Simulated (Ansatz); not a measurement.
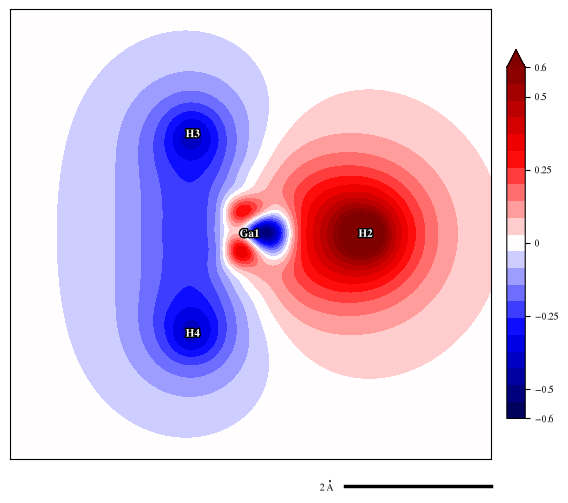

GaH$_{3}$. The HOMO on the molecular plane (values in Å⁻³ᐟ²; the overall sign is arbitrary).

Method: Ansatz 0.2.0, RKS PBE-D4/def2-SVP.

### What is the character of this orbital?

It lies mainly on Ga1 (about 40 %), H2 (about 40 %), H3 (about 10 %) and H4 (about 10 %); it is symmetric in the molecular plane (an in-plane orbital: σ, lone-pair or in-plane π type). It is one of a degenerate set, so its orientation is arbitrary. Its energy is −7.30 eV.
